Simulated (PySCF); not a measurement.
# Excited-state calculation of C$_{3}$H$_{7}$PSi

System: C$_{3}$H$_{7}$PSi, SMILES C[SiH2]P1C=C1.
Method: TDDFT B3LYP/def2-SVPD, vertical, gas phase, core orbitals frozen in the response (PySCF 2.14.0).

The geometry comes from this level: GFN2-xTB.

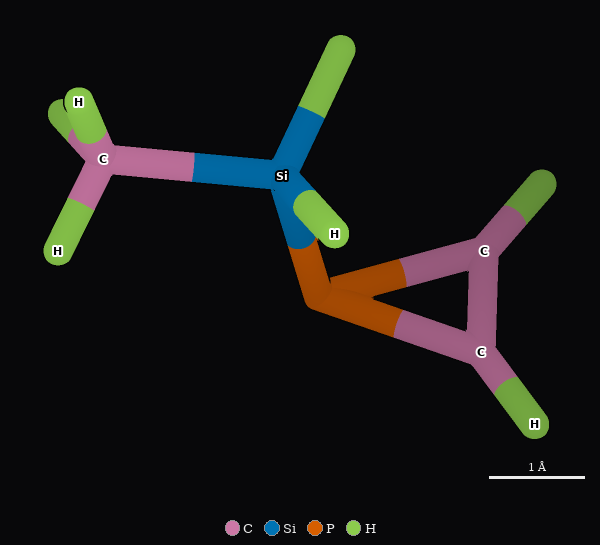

Fig. 1: The input geometry (stick view, seen at a tilt). Bond lengths as drawn: C–C 1.30 Å, C–H 1.07 to 1.09 Å, C–P 1.85 Å, C–Si 1.90 Å, H–Si 1.47 Å and P–Si 2.26 Å.

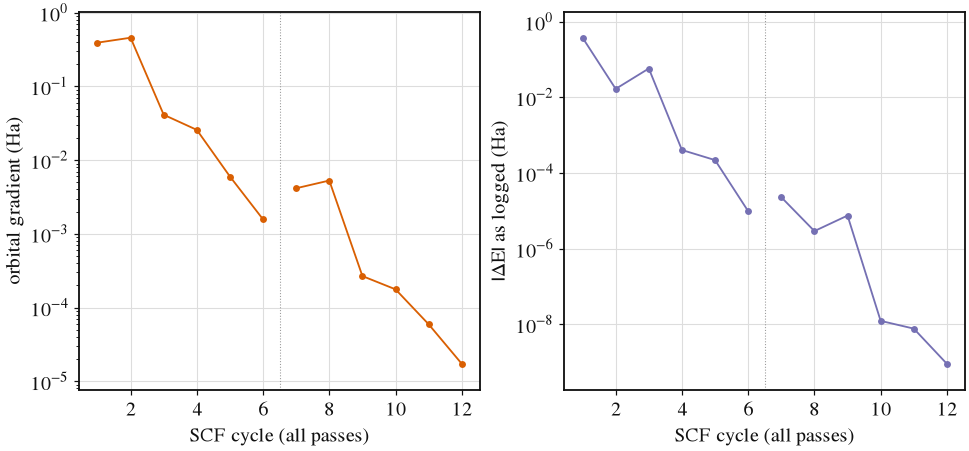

Fig. 2: Convergence of the self-consistent field: orbital gradient and size of the energy change against the SCF cycle. The dotted line marks the change from a coarse to the final integration grid. The first 6 cycles use a coarse grid, the final grid takes over at cycle 7, and the field converges after 12 cycles in all.

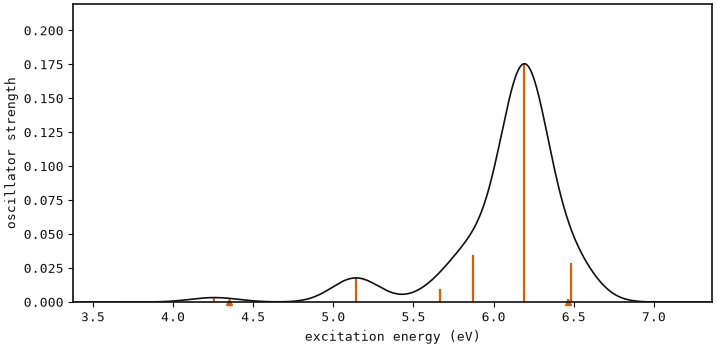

Fig. 3: Computed excitations as sticks (degenerate states added up, dark ones marked on the axis), with a Gaussian envelope of 0.35 eV full width at half maximum, scaled to the tallest. Of the 8 states the lowest lies at 4.26 eV (f = 0.003); the strongest line is at 6.19 eV, or 200 nm (f = 0.176).

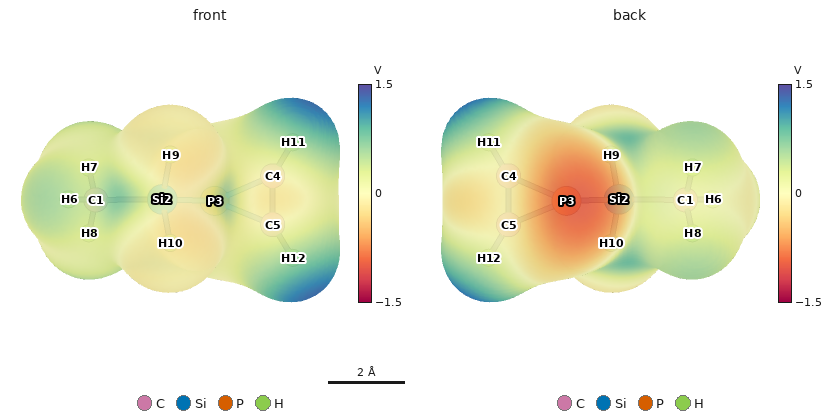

Fig. 4: The electrostatic potential painted on the density surface at 0.002 e/bohr³, seen face on and from behind; red is negative and blue positive. Its dipole moment is 0.94 D.

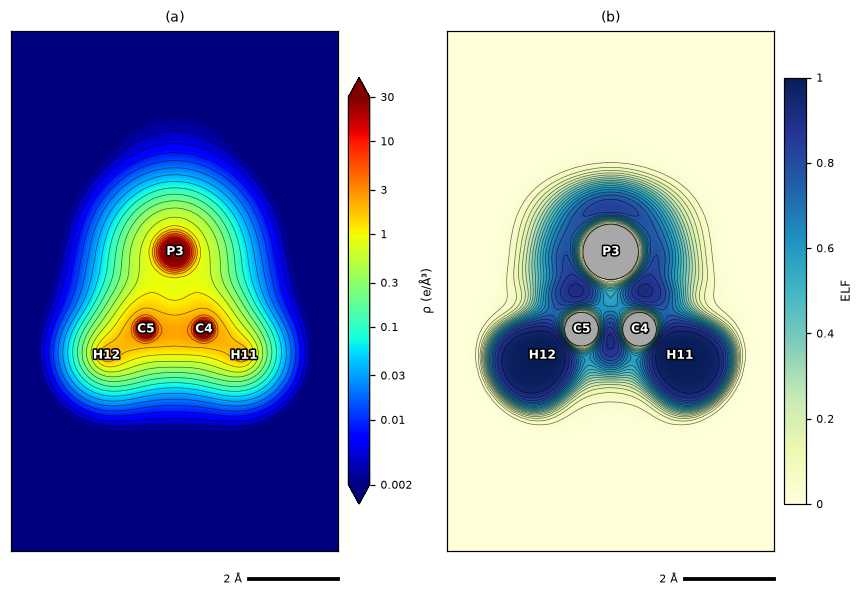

Fig. 5: (a) electron density; (b) ELF on the plane of atoms C5, C4 and H11. Grey discs, where drawn, cover atomic cores. The plane passes through P, C and H nuclei. C–C (1.30 Å): ρ is about 2.4 e/Å³ halfway; the ELF peaks at about 0.90 between the atoms (a double or triple bond). C–P (1.85 Å): ρ at the midpoint is about 0.96 e/Å³; the ELF peaks at about 0.75 between the atoms, as expected for localised, shared-pair bonding. C–H (1.07 Å): ρ is about 2 e/Å³ halfway; the ELF climbs to about 1 towards the hydrogen, as it does in any bond to H; a covalent bond by its length.

The input and output of the run follow.

**Input**
```
{"job": {"kind": "uv", "xc": "B3LYP", "basis": "def2-SVPD", "nstates": 8, "ntriplets": 3}, "charge": 0, "multiplicity": 1}
C     -2.288470    -0.100176    -0.091391
Si    -0.566590    -0.255335     0.688284
P      0.919986     0.536747    -0.821544
C      2.349650     0.923963     0.284989
C      2.472545    -0.267641    -0.218676
H     -3.053244    -0.466668     0.584847
H     -2.521413     0.933469    -0.329501
H     -2.356053    -0.672707    -1.011715
H     -0.511981     0.500066     1.950575
H     -0.294951    -1.660029     1.035139
H      2.780043     1.674625     0.907412
H      3.071677    -1.147000    -0.283798
```

The first line tells a small driver script what to run in PySCF; the rest is the geometry in Å.

Launch command:
```bash
OMP_NUM_THREADS=1 python <driver script> task.json out
```

**Log**
```
coarse grid: 10848 points
cycle   1  E = -748.9242015626  dE =  3.787e-01  |g| = 3.925e-01  |ddm| = 5.038e+00
cycle   2  E = -748.9074065174  dE =  1.680e-02  |g| = 4.580e-01  |ddm| = 1.070e+00
cycle   3  E = -748.9655256823  dE = -5.812e-02  |g| = 4.127e-02  |ddm| = 5.970e-01
cycle   4  E = -748.9659330292  dE = -4.073e-04  |g| = 2.573e-02  |ddm| = 1.173e-01
cycle   5  E = -748.9661532396  dE = -2.202e-04  |g| = 5.991e-03  |ddm| = 4.830e-02
cycle   6  E = -748.9661630527  dE = -9.813e-06  |g| = 1.571e-03  |ddm| = 1.146e-02
final grid: 95080 points
cycle   7  E = -749.0645084405  dE = -2.299e-05  |g| = 4.155e-03  |ddm| = 7.184e-02
cycle   8  E = -749.0645055168  dE =  2.924e-06  |g| = 5.286e-03  |ddm| = 1.143e-02
cycle   9  E = -749.0645130380  dE = -7.521e-06  |g| = 2.673e-04  |ddm| = 5.741e-03
cycle  10  E = -749.0645130504  dE = -1.237e-08  |g| = 1.766e-04  |ddm| = 6.044e-04
cycle  11  E = -749.0645130581  dE = -7.720e-09  |g| = 5.928e-05  |ddm| = 2.944e-04
cycle  12  E = -749.0645130590  dE = -9.062e-10  |g| = 1.725e-05  |ddm| = 1.018e-04
converged SCF energy = -749.0645130590

Static polarisability (au): isotropic 88.009, principal 74.403 80.398 109.227

Singlet excitations
state   eV       nm        f      main configurations
  1   4.2567    291.3   0.00340   H->L 0.77, H->L+1 0.21
  2   4.3477    285.2   0.00005   H->L+1 0.78, H->L 0.21
  3   5.1407    241.2   0.01856   H->L+2 0.88, H-1->L 0.09
  4   5.6638    218.9   0.00952   H-1->L 0.83, H->L+2 0.08
  5   5.8712    211.2   0.03447   H->L+3 0.96
  6   6.1907    200.3   0.17553   H->L+4 0.91
  7   6.4626    191.8   0.00203   H-2->L 0.84, H-4->L 0.11
  8   6.4855    191.2   0.02865   H->L+5 0.64, H-1->L+1 0.25

Triplet excitations (Tamm-Dancoff, eV): 3.3640 3.8149 4.5276
```

**Summary**

| quantity | value |
| --- | --- |
| outcome | converged |
| total energy | −749.064513 hartree |
| HOMO | −5.99 eV |
| LUMO | −0.78 eV |
| dipole moment | 0.94 D |
| mean polarisability | 88.01 a.u. |
| lowest singlet excitation | 4.26 eV |
| hardware | 1 CPU thread, shared host |
| wall time | 19 s |
| peak memory | 0.68 GiB |
